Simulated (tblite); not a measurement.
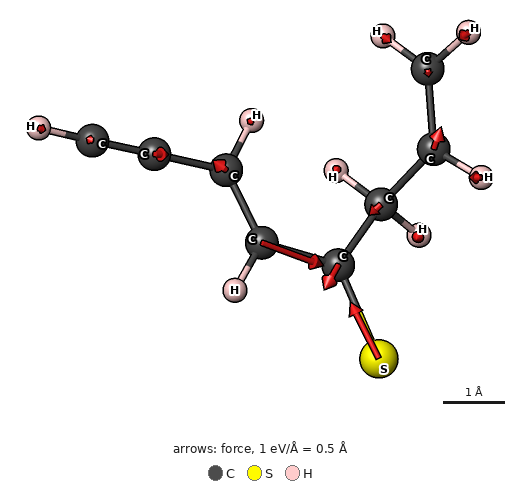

Starting geometry of C₈H₈S with the computed forces as red arrows. The picture is a ball-and-stick view, seen at a tilt.

All numbers below come from GFN2-xTB geometry optimisation, gas phase (tblite 0.8.0). 

What follows when this structure is relaxed?

It isn't relaxed: the largest force vector, on a C atom, is 2.55 eV/Å. The final displacements have little in common with the starting forces (cosine between the two patterns 0.18). The atom that moves furthest after the best rigid fit is an H atom (0.32 Å). By element the largest moves are H 0.32 Å, S 0.18 Å, C 0.17 Å. Some distances before and after: C–C 1.507 → 1.428 Å, C–S 1.701 → 1.644 Å, C–C 1.421 → 1.399 Å, C–C 1.522 → 1.502 Å. Among the angles between lasting bonds that change: H–C–H 105.2° → 108.7°, C–C–H 110.9° → 108.2°, C–C–H 118.2° → 120.6°. After 82 geometry steps the energy has fallen by 5.57 kcal/mol.
